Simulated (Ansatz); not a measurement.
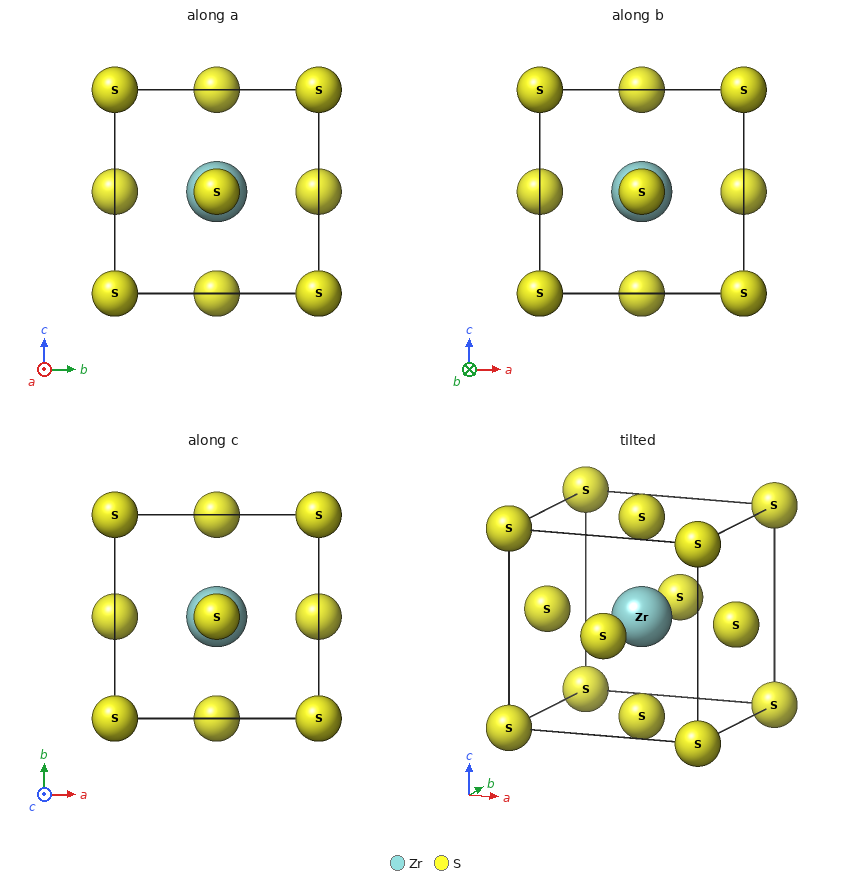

Crystal structure, spheres-only style, seen along the a axis, along the b axis, along the c axis and slightly off an axis. Thin lines show the conventional unit cell, with boundary atoms drawn in all their periodic places.

Lattice parameters: a = 4.960 Å, b = 4.960 Å, c = 4.960 Å, α = 90.00°, β = 90.00°, γ = 90.00°. Put a along x and b in the xy plane.

> Convert the drawing into a POSCAR file.

```
Zr S
1.0
     4.960    0.000    0.000
     0.000    4.960    0.000
     0.000    0.000    4.960
Zr S
1 4
Direct
  0.5000 0.5000 0.5000
  0.0000 0.5000 0.5000
  0.5000 0.0000 0.5000
  0.5000 0.5000 0.0000
  0.0000 0.0000 0.0000
```

It goes back to a random cell made by a generator, so it need not be a real form of the compound. Earlier steps of the study may have refined or changed the cell and positions. It was run through Ansatz as a DFT input.
